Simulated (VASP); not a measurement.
# A VASP study of FeNi3 (Awaruite) (AM05): structure first, properties next, part 4 of 6

Wanted: the relaxed cell of FeNi3 (Awaruite) and its properties. The start is a cell from a database of measured crystal structures.

VASP 6.6.1, plane waves and PAW; the level of theory is named at each step.

Still holding for the runs below: The magnetic order is the lowest of the few collinear ones that converged above; longer or canted patterns were not tried. The k-mesh is coarse for a metal.

So far, largest spin moment in the PAW sphere (μB): step 2 (magnetic order: ferromagnetic) 2.91; step 4 (magnetic order: antiferromagnetic, q = (0, 0, 1/2)) 2.94; step 5 (magnetic order: antiferromagnetic, q = (1/2, 1/2, 1/2)) 2.97; step 6 (magnetic order: antiferromagnetic, q = (1/2, 1/2, 0)) 2.91; step 8 (full relaxation (AM05)) 2.85. The relaxed cell has a = 3.484 Å (conventional setting).

### Step 9. Second relaxation

Level of this step: AM05, spin-polarised from a ferromagnetic start; plane waves and PAW (Fe, Ni) (VASP).

The basis stayed that of the start cell while the cell moved. A rerun from the cell reached resets it; the error of the finite cutoff stays. The mesh changes with the cell too.

File INCAR:

```
SYSTEM = FeNi3
PREC = Accurate
ENCUT = 400
EDIFF = 1E-06
NELM = 100
ISMEAR = 1
SIGMA = 0.2
LREAL = .FALSE.
ALGO = Normal
GGA = AM
NBANDS = 30
ISPIN = 2
MAGMOM = 2.91 0.66 0.66 0.66
LASPH = .TRUE.
LMAXMIX = 4
LORBIT = 11
LWAVE = .FALSE.
LCHARG = .FALSE.
KPAR = 8
IBRION = 2
NSW = 60
ISIF = 3
EDIFFG = -0.01
```

File POSCAR:

```
FeNi3
1.0
    3.4840950270      0.0000000000      0.0000000000
    0.0000000000      3.4840950270      0.0000000000
    0.0000000000      0.0000000000      3.4840950270
Fe Ni
1 3
Direct
    0.0000000000      0.0000000000      0.0000000000
    0.0000000000      0.5000000000      0.5000000000
    0.5000000000      0.0000000000      0.5000000000
    0.5000000000      0.5000000000      0.0000000000
```

File KPOINTS:

```
Automatic mesh
0
Gamma
7 7 7
0 0 0
```

Potentials, in the order of the species: Fe and Ni (PBE family, release 64).

On the command line:

```
$ mpirun -np 8 vasp_std
```

What it wrote:

```text
[... set-up lines as in an earlier step ...]
 entering main loop
       N       E                     dE             d eps       ncg     rms          rms(c)
DAV:   1     0.216382579672E+03    0.21638E+03   -0.14185E+04  2552   0.149E+03
DAV:   2    -0.180636969114E+02   -0.23445E+03   -0.22055E+03  2400   0.297E+02
DAV:   3    -0.312239170727E+02   -0.13160E+02   -0.12594E+02  2634   0.945E+01
DAV:   4    -0.313938008291E+02   -0.16988E+00   -0.16975E+00  2702   0.117E+01
DAV:   5    -0.313993887496E+02   -0.55879E-02   -0.55877E-02  3502   0.169E+00    0.227E+01
DAV:   6    -0.277318041701E+02    0.36676E+01   -0.27321E+01  2640   0.837E+01    0.156E+01
DAV:   7    -0.296755768908E+02   -0.19438E+01   -0.11917E+01  2730   0.820E+01    0.234E+01
DAV:   8    -0.266571143031E+02    0.30185E+01   -0.99415E+00  3134   0.443E+01    0.493E+00
DAV:   9    -0.266969420892E+02   -0.39828E-01   -0.35854E-01  3026   0.652E+00    0.309E+00
DAV:  10    -0.266637705018E+02    0.33172E-01   -0.59150E-02  3020   0.649E+00    0.141E+00
DAV:  11    -0.266612937801E+02    0.24767E-02   -0.13307E-02  3848   0.121E+00    0.844E-01
DAV:  12    -0.266629006917E+02   -0.16069E-02   -0.27783E-03  3252   0.131E+00    0.215E-01
DAV:  13    -0.266629408854E+02   -0.40194E-04   -0.54204E-04  3244   0.334E-01    0.643E-02
DAV:  14    -0.266629613641E+02   -0.20479E-04   -0.61778E-05  2868   0.985E-02    0.466E-02
DAV:  15    -0.266629586678E+02    0.26963E-05   -0.11304E-05  3076   0.815E-02    0.147E-02
DAV:  16    -0.266629584381E+02    0.22971E-06   -0.35385E-06  2166   0.251E-02
   1 F= -.26662958E+02 E0= -.26663078E+02  d E =-.266630E+02  mag=     4.7819
 curvature:   0.00 expect dE= 0.000E+00 dE for cont linesearch  0.000E+00
 trial: gam= 0.00000 g(F)=  0.000E+00 g(S)=  0.237E-03 ort = 0.000E+00 (trialstep = 0.100E+01)
 search vector abs. value=  0.237E-03
 bond charge predicted
       N       E                     dE             d eps       ncg     rms          rms(c)
DAV:   1    -0.266687632737E+02   -0.58046E-02   -0.50126E-02  2508   0.315E+00    0.813E-01
DAV:   2    -0.266941052372E+02   -0.25342E-01   -0.97609E-02  2820   0.727E+00    0.269E+00
DAV:   3    -0.266636732848E+02    0.30432E-01   -0.66851E-02  2858   0.676E+00    0.487E-01
DAV:   4    -0.266629524523E+02    0.72083E-03   -0.22100E-03  2850   0.830E-01    0.120E-01
DAV:   5    -0.266629078177E+02    0.44635E-04   -0.29012E-04  2904   0.158E-01    0.490E-02
DAV:   6    -0.266628685329E+02    0.39285E-04   -0.21666E-05  3306   0.681E-02    0.156E-02
DAV:   7    -0.266628679626E+02    0.57028E-06   -0.27333E-06  2270   0.241E-02
   2 F= -.26662868E+02 E0= -.26662960E+02  d E =0.904755E-04  mag=     4.7725
 trial-energy change:    0.000090  1 .order    0.000049   -0.000237    0.000334
 step:   0.3193(harm=  0.4150)  dis= 0.00000  next Energy=   -26.662995 (dE=-0.365E-04)
 bond charge predicted
       N       E                     dE             d eps       ncg     rms          rms(c)
DAV:   1    -0.266657432893E+02   -0.28748E-02   -0.23151E-02  2508   0.215E+00    0.557E-01
DAV:   2    -0.266787015801E+02   -0.12958E-01   -0.51553E-02  2814   0.499E+00    0.204E+00
DAV:   3    -0.266633981271E+02    0.15303E-01   -0.37792E-02  2844   0.467E+00    0.336E-01
DAV:   4    -0.266630341957E+02    0.36393E-03   -0.10494E-03  2910   0.551E-01    0.101E-01
DAV:   5    -0.266630033704E+02    0.30825E-04   -0.13382E-04  3192   0.120E-01    0.405E-02
DAV:   6    -0.266629822161E+02    0.21154E-04   -0.15329E-05  3102   0.428E-02    0.108E-02
DAV:   7    -0.266629828201E+02   -0.60410E-06   -0.23517E-06  2108   0.158E-02
   3 F= -.26662983E+02 E0= -.26663092E+02  d E =-.243821E-04  mag=     4.7787
 curvature:  -0.20 expect dE=-0.115E-05 dE for cont linesearch -0.115E-05
 trial: gam= 0.00000 g(F)=  0.190E-64 g(S)=  0.569E-05 ort =-0.367E-04 (trialstep = 0.864E+00)
 search vector abs. value=  0.569E-05
 reached required accuracy - stopping structural energy minimisation
```

Wall time 12 s (8 MPI ranks of AMD EPYC 9R45, shared host); peak memory 1.2 GiB.

OUTCAR, selected parts (step 9):

```text
   ENCUT  =  400.0 eV  29.40 Ry    5.42 a.u.   5.68  5.68  5.68*2*pi/ulx,y,z

   NELECT =      38.0000    total number of electrons

 E-fermi :   9.0954

 spin component 1
 k-point     1 :       0.0000    0.0000    0.0000
  band No.  band energies     occupation
    ...
     17       8.4431      1.00002
     18       8.4431      1.00002
     19       8.5108      1.00014
     20       8.5108      1.00014
     21       8.5108      1.00014
     22      11.3185     -0.00000
     23      11.3185     -0.00000
     24      11.3185     -0.00000
     25      18.3854      0.00000
     26      18.3854      0.00000
    ...

 k-point     2 :       0.1429    0.0000    0.0000
  band No.  band energies     occupation
    ...
     17       8.2500      1.00000
     18       8.3366      1.00000
     19       8.3366      1.00000
     20       8.4433      1.00002
     21       8.5110      1.00014
     22      10.1142     -0.00000
     23      12.1346     -0.00000
     24      12.1346     -0.00000
     25      18.4416      0.00000
     26      18.6919      0.00000
    ...

  Total        0.0125359      0.0125359      0.0125359      0.0000000      0.0000000     -0.0000000
  in kB        0.4753390      0.4753390      0.4753390      0.0000000      0.0000000     -0.0000000
  external PRESSURE =       0.4753390 kB  Pullay stress =       0.0000000 kB

 POSITION                                       TOTAL-FORCE (eV/Angst)
 -----------------------------------------------------------------------------------
      0.00000      0.00000      0.00000         0.000000      0.000000      0.000000
      0.00000      1.74150      1.74150        -0.000000     -0.000000      0.000000
      1.74150     -0.00000      1.74150         0.000000     -0.000000      0.000000
      1.74150      1.74150      0.00000         0.000000      0.000000      0.000000
 -----------------------------------------------------------------------------------
    total drift:                                0.000000     -0.000000     -0.000000

  FREE ENERGIE OF THE ION-ELECTRON SYSTEM (eV)
  ---------------------------------------------------
  free  energy   TOTEN  =       -26.6629828201 eV

  energy  without entropy=      -26.6633116046  energy(sigma->0) =      -26.66309241

 magnetization (x)
# of ion       s       p       d       tot
------------------------------------------
    1        0.007  -0.001   2.838   2.844
    2       -0.014  -0.041   0.691   0.637
    3       -0.014  -0.041   0.691   0.637
    4       -0.014  -0.041   0.691   0.637
--------------------------------------------------
tot         -0.034  -0.123   4.912   4.755

[... 4 parts as in an earlier step ...]

[... 18 further parts left out ...]
```

CONTCAR:

```
FeNi3
   1.00000000000000
     3.4830086869553445    0.0000000000000000    0.0000000000000000
     0.0000000000000000    3.4830086869553445    0.0000000000000000
    -0.0000000000000000   -0.0000000000000000    3.4830086869553445
  Fe              Ni
     1     3
Direct
     0.0000000000000000    0.0000000000000000    0.0000000000000000
     0.0000000000000000    0.5000000000000000    0.5000000000000000
     0.5000000000000000    0.0000000000000000    0.5000000000000000
     0.5000000000000000    0.5000000000000000    0.0000000000000000
```

Little changed from the start: no atom moved by 0.005 Å and no cell edge by 0.1 %.

This step gave:

```yaml
free_energy_toten: -26.66 eV
energy_at_zero_smearing: -26.66 eV
fermi_energy: 9.095 eV
pressure: 0.04753 GPa
moment_of_the_cell_from_the_last_line_of_the_log: 4.779 μB
scf_cycles_over_all_ionic_steps: 30
```

It ends with forces that vanish by symmetry and a pressure of 0.05 GPa. The volume moved by only 0.09 %, so the volume is settled.

### Step 10. Density, ELF and potential (AM05)

The relaxed cell gets a fresh self-consistent run, on a basis set for its own volume, to fix the density and to check the remaining stress.

INCAR, as its differences from that of step 9:

```diff
@@ -17,7 +17,5 @@
 LWAVE = .FALSE.
-LCHARG = .FALSE.
-KPAR = 8
-IBRION = 2
-NSW = 60
-ISIF = 3
-EDIFFG = -0.01
+LCHARG = .TRUE.
+ISIF = 2
+LELF = .TRUE.
+LVHAR = .TRUE.
```

File POSCAR:

```
FeNi3
1.0
    3.4830086870      0.0000000000      0.0000000000
    0.0000000000      3.4830086870      0.0000000000
    0.0000000000      0.0000000000      3.4830086870
Fe Ni
1 3
Direct
    0.0000000000      0.0000000000      0.0000000000
    0.0000000000      0.5000000000      0.5000000000
    0.5000000000      0.0000000000      0.5000000000
    0.5000000000      0.5000000000      0.0000000000
```

KPOINTS is that of step 9.

On the command line:

```
$ mpirun -np 8 vasp_std
```

What it wrote:

```text
[banner, memory and clock lines left out]
running    8 mpi-ranks, on    1 nodes
 distrk:  each k-point on    8 cores,    1 groups
 distr:  one band on    1 cores,    8 groups

 POSCAR found type information on POSCAR FeNi
 POSCAR found :  2 types and       4 ions
 [... a notice as in an earlier step ...]

 [... a notice as in an earlier step ...]

 LDA part: xc-table for (Slater+PW92), standard interpolation
|                                                                             |
|           W    W    AA    RRRRR   N    N  II  N    N   GGGG   !!!           |
|           W    W   A  A   R    R  NN   N  II  NN   N  G    G  !!!           |
|           W    W  A    A  R    R  N N  N  II  N N  N  G       !!!           |
|           W WW W  AAAAAA  RRRRR   N  N N  II  N  N N  G  GGG   !            |
|           WW  WW  A    A  R   R   N   NN  II  N   NN  G    G                |
|           W    W  A    A  R    R  N    N  II  N    N   GGGG   !!!           |
|                                                                             |
|     The number of bands has been changed from the values supplied in        |
|     The orbitals not found in the WAVECAR file will be initialized with     |
|     random numbers, which is usually adequate. For correlated               |
|     calculations, however, you should redo the groundstate calculation.     |
|     I found NBANDS = 30. Now, NBANDS = 32.                                  |
|                                                                             |

 POSCAR, INCAR and KPOINTS ok, starting setup
 FFT: planning ... GRIDC
 FFT: planning ... GRID_SOFT
 FFT: planning ... GRID
 WAVECAR not read
 entering main loop
       N       E                     dE             d eps       ncg     rms          rms(c)
DAV:   1     0.210697313474E+03    0.21070E+03   -0.13901E+04  2768   0.139E+03
DAV:   2    -0.176421610888E+02   -0.22834E+03   -0.21320E+03  2568   0.280E+02
DAV:   3    -0.312023186597E+02   -0.13560E+02   -0.13048E+02  2912   0.903E+01
DAV:   4    -0.313922690601E+02   -0.18995E+00   -0.18981E+00  2976   0.114E+01
DAV:   5    -0.313982563098E+02   -0.59872E-02   -0.59870E-02  3648   0.162E+00    0.227E+01
DAV:   6    -0.277285694090E+02    0.36697E+01   -0.23783E+01  2872   0.784E+01    0.156E+01
DAV:   7    -0.296710077860E+02   -0.19424E+01   -0.11346E+01  2928   0.767E+01    0.233E+01
DAV:   8    -0.266609546930E+02    0.30101E+01   -0.95681E+00  3408   0.413E+01    0.495E+00
DAV:   9    -0.266965306212E+02   -0.35576E-01   -0.32763E-01  3352   0.596E+00    0.309E+00
DAV:  10    -0.266635577467E+02    0.32973E-01   -0.54983E-02  3192   0.608E+00    0.140E+00
DAV:  11    -0.266609397101E+02    0.26180E-02   -0.11412E-02  4080   0.113E+00    0.834E-01
DAV:  12    -0.266626318726E+02   -0.16922E-02   -0.26558E-03  3600   0.127E+00    0.199E-01
DAV:  13    -0.266626474351E+02   -0.15563E-04   -0.45947E-04  3496   0.298E-01    0.609E-02
DAV:  14    -0.266626686580E+02   -0.21223E-04   -0.55816E-05  2968   0.783E-02    0.486E-02
DAV:  15    -0.266626667535E+02    0.19045E-05   -0.10682E-05  3176   0.813E-02    0.161E-02
DAV:  16    -0.266626663831E+02    0.37045E-06   -0.35179E-06  2336   0.244E-02
   1 F= -.26662666E+02 E0= -.26662778E+02  d E =0.335771E-03  mag=     4.7789
```

Wall time 6.8 s (8 MPI ranks); peak memory 0.7 GiB; 45 s of CPU time.

Parts of OUTCAR (step 10):

```text
   k-points           NKPTS =     20   k-points in BZ     NKDIM =     20   number of bands    NBANDS=     32

   NELECT =      38.0000    total number of electrons

 E-fermi :   9.0955

 spin component 1
 k-point     1 :       0.0000    0.0000    0.0000
  band No.  band energies     occupation
    ...
     17       8.4435      1.00002
     18       8.4435      1.00002
     19       8.5111      1.00014
     20       8.5111      1.00014
     21       8.5111      1.00014
     22      11.3182     -0.00000
     23      11.3182     -0.00000
     24      11.3182     -0.00000
     25      18.3854      0.00000
     26      18.3854      0.00000
    ...

 k-point     2 :       0.1429    0.0000    0.0000
  band No.  band energies     occupation
    ...
     17       8.2504      1.00000
     18       8.3370      1.00000
     19       8.3370      1.00000
     20       8.4436      1.00002
     21       8.5113      1.00014
     22      10.1141     -0.00000
     23      12.1345     -0.00000
     24      12.1345     -0.00000
     25      18.4415      0.00000
     26      18.6919      0.00000
    ...

  Total       -0.0275910     -0.0275910     -0.0275910      0.0000000      0.0000000     -0.0000000
  in kB       -1.0461974     -1.0461974     -1.0461974      0.0000000      0.0000000     -0.0000000
  external PRESSURE =      -1.0461974 kB  Pullay stress =       0.0000000 kB

 POSITION                                       TOTAL-FORCE (eV/Angst)
 -----------------------------------------------------------------------------------
      0.00000      0.00000      0.00000         0.000000      0.000000      0.000000
      0.00000      1.74150      1.74150         0.000000      0.000000      0.000000
      1.74150      0.00000      1.74150         0.000000      0.000000      0.000000
      1.74150      1.74150      0.00000         0.000000      0.000000      0.000000
 -----------------------------------------------------------------------------------
    total drift:                                0.000000     -0.000000     -0.000000

  FREE ENERGIE OF THE ION-ELECTRON SYSTEM (eV)
  ---------------------------------------------------
  free  energy   TOTEN  =       -26.6626663831 eV

  energy  without entropy=      -26.6630021540  energy(sigma->0) =      -26.66277831

 magnetization (x)
# of ion       s       p       d       tot
------------------------------------------
    1        0.007  -0.001   2.838   2.843
    2       -0.014  -0.041   0.691   0.637
    3       -0.014  -0.041   0.691   0.637
    4       -0.014  -0.041   0.691   0.637
--------------------------------------------------
tot         -0.034  -0.123   4.912   4.754

[... 5 parts as in an earlier step ...]

[... 16 further parts left out ...]
```

With spin, VASP writes an ELF for each channel.

Numbers from this step:

```
SCF cycles : 16
bands      : 32
pressure   : -0.1046 GPa
```

Valence electrons inside each PAW sphere by angular momentum. Sphere charges, by row:

```csv
atom,s (e),p (e),d (e),tot (e)
Fe1,0.498,0.549,6.15,7.197
Ni2,0.529,0.561,8.34,9.431
Ni3,0.529,0.561,8.34,9.431
Ni4,0.529,0.561,8.34,9.431
```

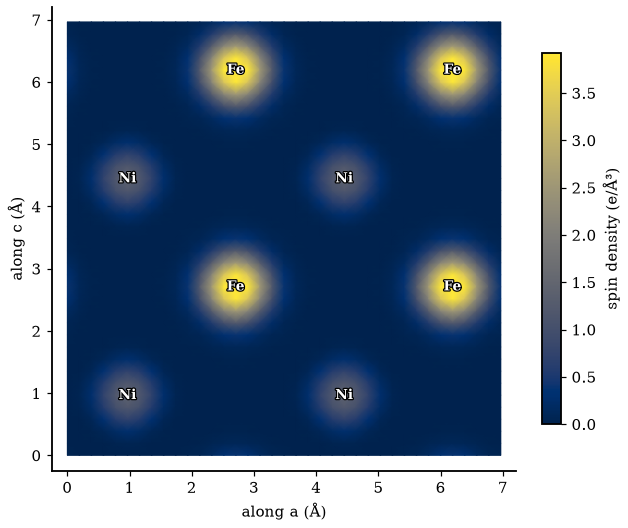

Spin density in the ac plane at fractional y = 0.000, with atoms of Fe and Ni within 0.2 Å of it. The map starts off the cell's origin, so that atoms lie inside it.

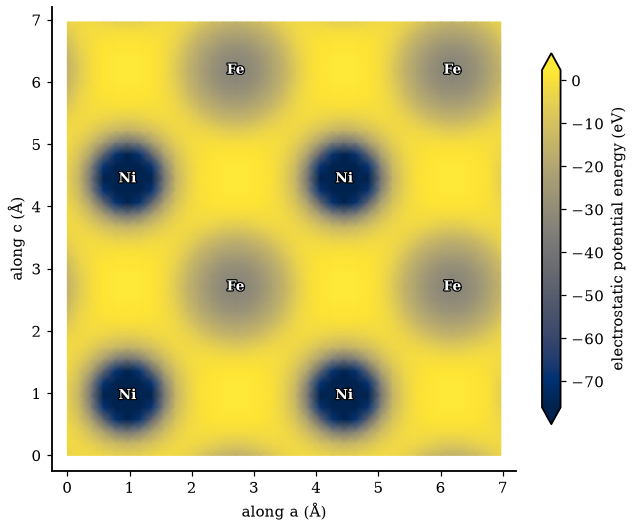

Electrostatic potential energy in the ac plane at fractional y = 0.000, with atoms of Fe and Ni within 0.2 Å of it. With pseudopotentials it is smooth inside the atoms' cores, unlike the true potential. The map starts off the cell's origin, so that atoms lie inside it.

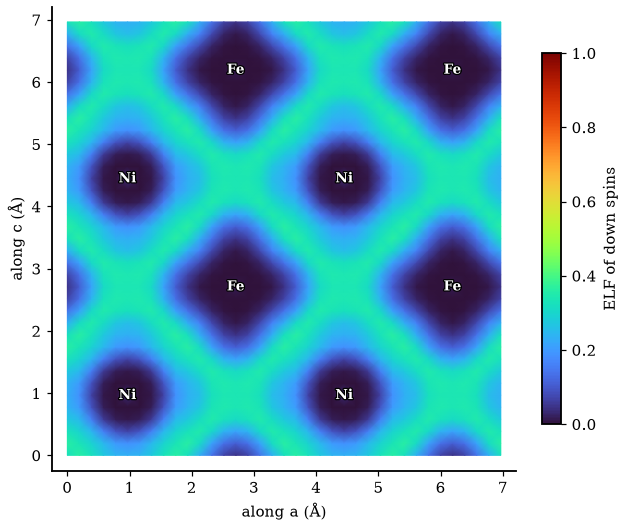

ELF of down spins in the ac plane at fractional y = 0.000, with atoms of Fe and Ni within 0.2 Å of it. It is the smooth field of the valence electrons, not physical close to the nuclei. The map starts off the cell's origin, so that atoms lie inside it.

In this run the pressure is -0.10 GPa, small enough to go on.

[end of part 4 of 6]

[Lines on the potential files, build, host, timing and source positions are cut from VASP's logs without a mark.]

[Logs are printed without paths, hosts, clocks, repeated set-up lines and the standing remarks that a program may print on its own settings, such as how far it seeks lower states.]

[Hosts, paths, dates, database ids (printed as entryN), source tags and the programs' standing remarks are cut or masked in the printed files.]

[A measured line is paired with the nearest computed mode of its activity, which favours agreement.]
